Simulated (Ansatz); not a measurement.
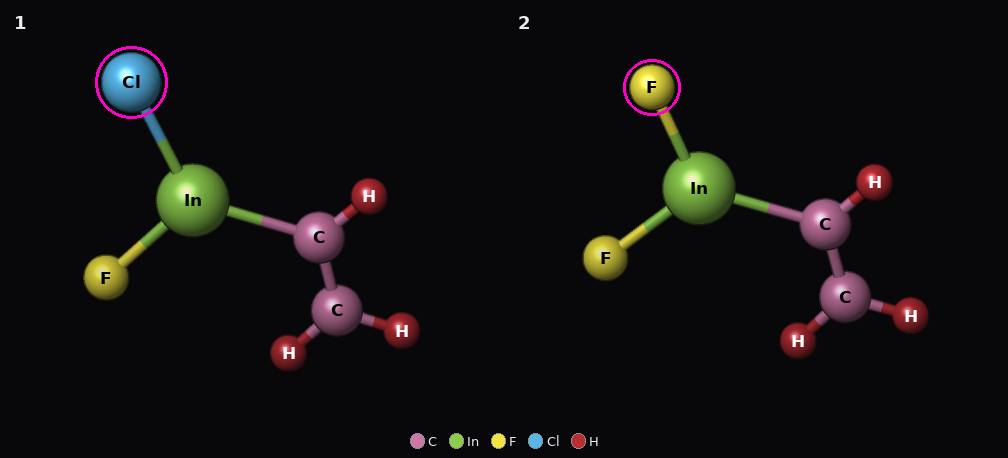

2 molecules with one skeleton, seen from the same side and at one scale; the atom that differs is circled. Charge 0, singlet. Computed geometries: PBE0-D4/def2-TZVP optimisations, one conformation each. Properties computed with Ansatz 0.2.0. Elements past Kr carry core potentials.

One atom differs, called X below: Cl in panel 1, F in panel 2. Their formulas are C2H3ClFIn (`C=[CH][In]([F])[Cl]`), C2H3F2In (`C=[CH][In]([F])[F]`).

> In which is the HOMO energy (Kohn–Sham orbital) higher (PBE0-D4/def2-TZVPP)?

In panel 1 (X = Cl).

> In which is the length of X–In larger (PBE0-D4/def2-TZVP)?

In panel 1 (X = Cl).

Give the values. With PBE0-D4/def2-TZVP: length of X–In (Å), angle C–In–X (°). With PBE0-D4/def2-TZVPP: HOMO energy (Kohn–Sham orbital) (eV), HOMO–LUMO gap (eV). With B3LYP-D4/def2-TZVPP: dipole moment (D).

```
                            quantity  1 (Cl)  2 (F)   2 − 1
                  length of X–In (Å)   2.308  1.938  −0.370
                    angle C–In–X (°)   132.7  129.8    −2.9
HOMO energy (Kohn–Sham orbital) (eV)   −8.72  −9.03   −0.31
                  HOMO–LUMO gap (eV)    6.84   7.18   +0.34
                   dipole moment (D)    4.12   4.74   +0.62
```
